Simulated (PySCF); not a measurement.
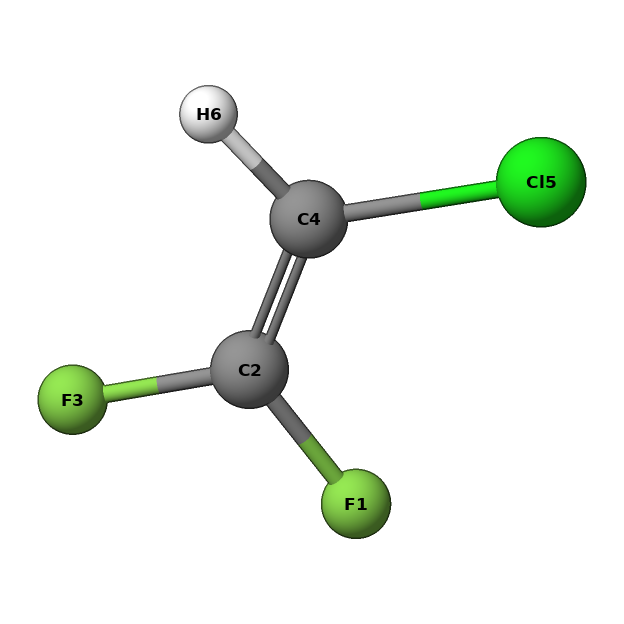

The computed structure is the end point of a PBE0-D3(BJ)/def2-SVP optimisation. No frequency run is at hand to confirm it as a minimum. Level of theory: B3LYP/6-31G* indirect spin-spin coupling, non-relativistic, gas phase (PySCF 2.14.0). Isotopes: 13C, 19F, 1H.

Give the spin–spin coupling constants of these pairs, with the number of bonds between them: F1/C2, C2/C4, C2/F3, C4/H6, F1/F3, F1/C4, C2/H6, F3/C4, F1/H6, F3/H6.

```json
{"pair": "F1, C2", "bonds apart": "1", "J (Hz)": "−233.1"}
{"pair": "C2, C4", "bonds apart": "1", "J (Hz)": "143.2"}
{"pair": "C2, F3", "bonds apart": "1", "J (Hz)": "−238.1"}
{"pair": "C4, H6", "bonds apart": "1", "J (Hz)": "204.6"}
{"pair": "F1, F3", "bonds apart": "2", "J (Hz)": "7.9"}
{"pair": "F1, C4", "bonds apart": "2", "J (Hz)": "30.7"}
{"pair": "C2, H6", "bonds apart": "2", "J (Hz)": "5.0"}
{"pair": "F3, C4", "bonds apart": "2", "J (Hz)": "57.0"}
{"pair": "F1, H6", "bonds apart": "3", "J (Hz)": "5.3"}
{"pair": "F3, H6", "bonds apart": "3", "J (Hz)": "−5.4"}
```

Density functionals are unreliable for couplings to fluorine, so those rows may be far off.
